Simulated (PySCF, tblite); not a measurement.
**C₅H₁₁F₂NSi: geometry, infrared bands and NMR shifts**

Aim: predict the infrared bands and NMR shifts of C₅H₁₁F₂NSi (`C=CN([SiH3])[C@@H](C)C(F)F`).

Programs: tblite 0.8.0 and PySCF 2.14.0, with density-fitted response routines of our own. Each step states its level of theory. These are calculated values for one molecule in the gas phase, unless marked as measured. Atoms count from 0, in the outputs and in this text.

**1. The starting structure**

20 atoms, charge 0, multiplicity 1; geometry from: force field or distance geometry start.

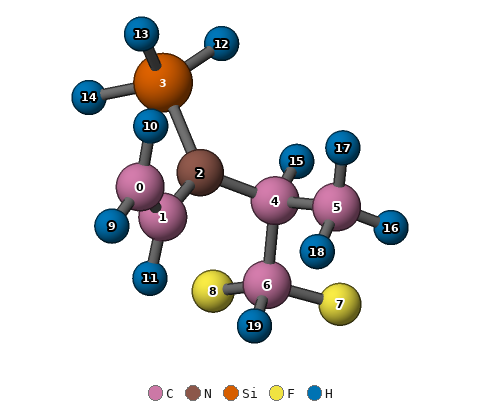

As it starts; carbon pink, nitrogen brown, silicon orange, fluorine yellow, hydrogen blue, atoms numbered; sticks join atoms by distance.

**2. Relaxing the molecule with GFN2-xTB**

Job settings and geometry (Å):

```
{"job": {"kind": "relax", "xc": "GFN2-xTB", "basis": "xTB"}, "charge": 0, "multiplicity": 1}
C      1.933100    -0.310300    -1.640400
C      1.004200    -0.752000    -0.808100
N      0.521300    -0.005700     0.304200
Si     1.568500     0.736100     1.536900
C     -0.924600     0.201600     0.455300
C     -1.476000     0.933000    -0.773800
C     -1.663400    -1.129700     0.453700
F     -2.996400    -0.814000     0.604300
F     -1.295900    -1.945800     1.505000
H      2.224500    -0.969200    -2.436000
H      2.371400     0.679400    -1.560300
H      0.617900    -1.753300    -0.957600
H      0.801200     1.642800     2.412400
H      2.638500     1.443800     0.795700
H      2.246600    -0.319600     2.308100
H     -1.161800     0.773200     1.383100
H     -2.552500     1.065000    -0.595500
H     -0.944100     1.888900    -0.830600
H     -1.351100     0.286400    -1.637400
H     -1.566500    -1.639700    -0.522000
```

Run with:

```console
$ OMP_NUM_THREADS=1 python probes_run.py task.json out
```

One launch serves the whole session: the jobs run in the order shown.

**Question.** This job is followed by: GFN2-xTB harmonic vibrations, gas phase; GIAO PBE0/pcSseg-1 NMR shielding, non-relativistic, gas phase. What will the session give for the following? strongest single infrared mode (GFN2-xTB); zero-point energy (GFN2-xTB); 13C shifts against TMS (PBE0/pcSseg-1); 1H shifts against TMS (PBE0/pcSseg-1, means over atoms taken as alike); 15N shifts against NH3 (PBE0/pcSseg-1); 29Si shifts against TMS (PBE0/pcSseg-1); 19F shifts against CFCl3 (PBE0/pcSseg-1).

As calculated:

| quantity | value |
| --- | --- |
| strongest single infrared mode (GFN2-xTB) | 2254 cm⁻¹, 359 km/mol |
| zero-point energy (GFN2-xTB) | 93.6 kcal/mol |
| 13C shifts against TMS (PBE0/pcSseg-1) | 142.1, 124.4, 92.5, 62.4, 16.4 ppm |
| 1H shifts against TMS (PBE0/pcSseg-1, means over atoms taken as alike) | 6.41, 5.82, 4.71, 4.33, 4.18, 3.24, 1.34 ppm |
| 15N shifts against NH3 (PBE0/pcSseg-1) | 77.3 ppm |
| 29Si shifts against TMS (PBE0/pcSseg-1) | -47.4 ppm |
| 19F shifts against CFCl3 (PBE0/pcSseg-1) | -142.0, -148.6 ppm |

In words: Over 152 steps the energy fell by 0.544 eV; of the close pairs, C1–N2 changed most, 1.424 to 1.384 Å. No mode is imaginary among the 54: a minimum at this level. The strongest single mode, at 2254 cm⁻¹, moves mainly H14. Unscaled tight-binding wavenumbers are off by several per cent, some by more. Its intensities can rank the bands wrongly. C1 (alkene carbon bearing nitrogen) lies farthest downfield among carbon, at 142.1 ppm; an sp2 carbon further deshielded by the attached heteroatom. H11 (hydrogen on an alkene carbon bearing nitrogen) lies farthest downfield among hydrogen, at 6.41 ppm; a vinylic proton, deshielded by the sp2 carbon and the C=C anisotropy. At PBE0/pcSseg-1: The largest span, 212 ppm, is at C1, where the paramagnetic term is -210 ppm.
